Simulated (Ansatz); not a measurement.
System: CH₅AlO.

The calculation's input:

```
crystal:
  periodic: [false, false, false]
  atoms:
    - {symbol: Al, position_ang: [0.682554, 1.303874, 0.825374]}
    - {symbol: H, position_ang: [2.209324, 1.224496, 1.229969]}
    - {symbol: H, position_ang: [-0.232274, 2.551203, 1.154376]}
    - {symbol: O, position_ang: [0.009232, 0.019168, 0.022609]}
    - {symbol: C, position_ang: [-0.549626, -1.050336, -0.666036]}
    - {symbol: H, position_ang: [-1.330179, -0.705532, -1.353695]}
    - {symbol: H, position_ang: [-1.002153, -1.761020, 0.033831]}
    - {symbol: H, position_ang: [0.213122, -1.581854, -1.246429]}
basis:
  gaussian: {orbitals: def2-TZVP, initial_orbitals: start.molden}
hamiltonian: {xc: pbe0, dispersion: d4}
output: {orbitals: {seedname: orbitals}}
```

Launched as:

```sh
ansatz run in.yaml --threads 4 --pin off --events-out ev --progress --plain --max-ram 3916MiB
```

Geometry: r2SCAN-D4/def2-TZVP.

Level of theory: RKS PBE0-D4/def2-TZVP in Ansatz.

**Predict the electron density and electron localisation function between the atoms.**

C–O (1.39 Å): ρ is about 2.1 e/Å³ halfway, with its minimum of 1.8 e/Å³ about 0.5 Å from C; the ELF peaks at about 0.85 between the atoms; a shared but strongly polarised pair.
Al–O (1.66 Å): the density is about 0.89 e/Å³ at the midpoint; the ELF peaks at about 0.80 in the valence shell of O, 0.6 Å from its nucleus, and is about 0.35 at the midpoint.
Al–H (1.58 Å): ρ is about 0.56 e/Å³ halfway; the ELF climbs to about 1 towards the hydrogen.

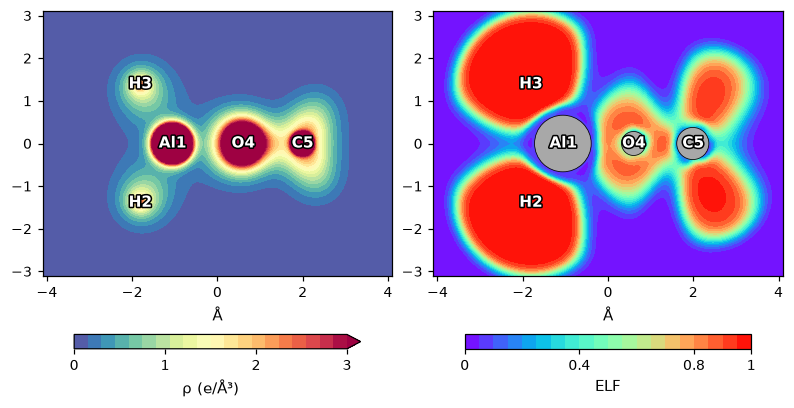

Computed electron density and electron localisation function on the plane of atoms H2, Al1 and O4, in this order. Grey discs cover the atomic cores in the ELF map. 
